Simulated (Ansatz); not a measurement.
**A computed series for Sn: response to strain**

The reference is Sn (space group I4_1/amd, No. 141; a = 5.9495 Å, c = 3.2137 Å; relaxed with 0.1 eV smearing). Axes: x, y, z lie along a, b, c of the conventional cell.

Strains are applied to the cell and any free atomic positions relax; under biaxial strain the out-of-plane vector relaxes too.

Calculations: Kohn–Sham DFT with the PBE functional, run in Ansatz (a program for electronic structure) with PAW and 420 eV plane waves, scalar-relativistic without spin-orbit coupling.

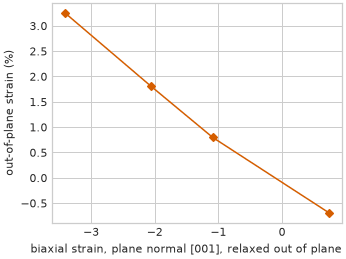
Figure: Out-of-plane strain against biaxial strain, plane normal [001], relaxed out of plane

```tsv
biaxial strain, plane normal [001], relaxed out of plane (%)	out-of-plane strain
-3.41	+3.25 %
-2.06	+1.81 %
-1.09	+0.80 %
0.74	-0.69 %
```

A biaxial case was relaxed in a doubled cell and then solved in the primitive one. Stability against distortions was not tested.
